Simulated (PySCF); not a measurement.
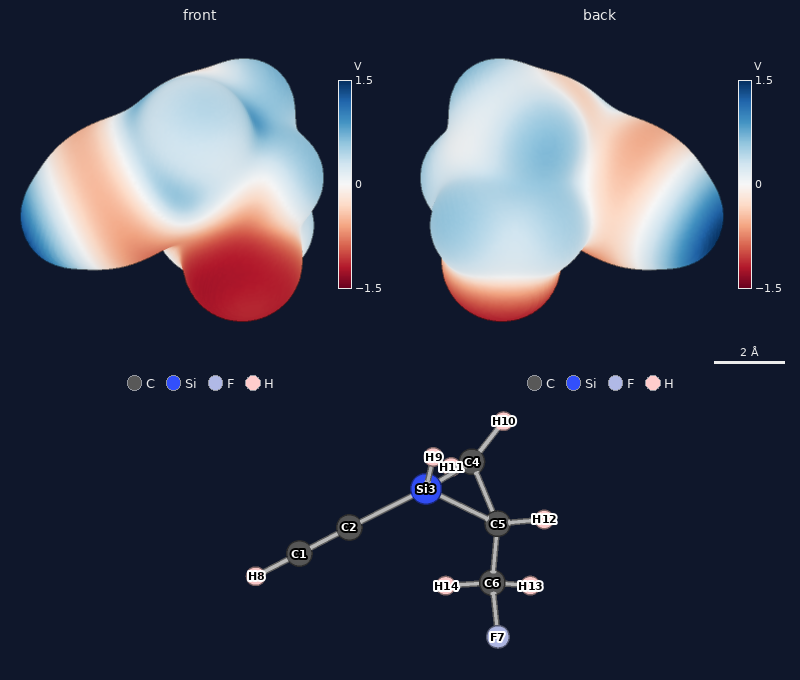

Figure. C5H7FSi. The electrostatic potential painted on the density surface at 0.001 e/bohr³, seen from the front and from behind; red is negative and blue positive. The bare structure is drawn below in the same view.

Geometry: GFN2-xTB.

Computed with wB97X-D/def2-SVPD, SCF density, gas phase in PySCF.

```json
{"atom": "C", "x (Å)": "3.0335", "y (Å)": "0.5601", "z (Å)": "0.0967"}
{"atom": "C", "x (Å)": "2.0642", "y (Å)": "-0.1516", "z (Å)": "0.0633"}
{"atom": "Si", "x (Å)": "0.5785", "y (Å)": "-1.2299", "z (Å)": "0.0385"}
{"atom": "C", "x (Å)": "-0.6822", "y (Å)": "-0.8321", "z (Å)": "-1.3062"}
{"atom": "C", "x (Å)": "-1.0896", "y (Å)": "-0.3344", "z (Å)": "0.0914"}
{"atom": "C", "x (Å)": "-1.1783", "y (Å)": "1.1548", "z (Å)": "0.2660"}
{"atom": "F", "x (Å)": "-1.1400", "y (Å)": "1.4979", "z (Å)": "1.6024"}
{"atom": "H", "x (Å)": "3.8791", "y (Å)": "1.1856", "z (Å)": "0.1200"}
{"atom": "H", "x (Å)": "0.7157", "y (Å)": "-2.5738", "z (Å)": "0.5664"}
{"atom": "H", "x (Å)": "-1.3105", "y (Å)": "-1.6034", "z (Å)": "-1.7295"}
{"atom": "H", "x (Å)": "-0.4729", "y (Å)": "-0.0550", "z (Å)": "-2.0292"}
{"atom": "H", "x (Å)": "-1.9444", "y (Å)": "-0.8427", "z (Å)": "0.5253"}
{"atom": "H", "x (Å)": "-2.1214", "y (Å)": "1.5605", "z (Å)": "-0.1242"}
{"atom": "H", "x (Å)": "-0.3325", "y (Å)": "1.6637", "z (Å)": "-0.2079"}
```

Question: Which sites attract a positive test charge, and which a negative one?

Answer: A positive charge is drawn to the negative regions and a negative charge to the positive ones. The most negative region (about −1.2 V) lies over F7, the most positive (about +1.4 V) over H8.
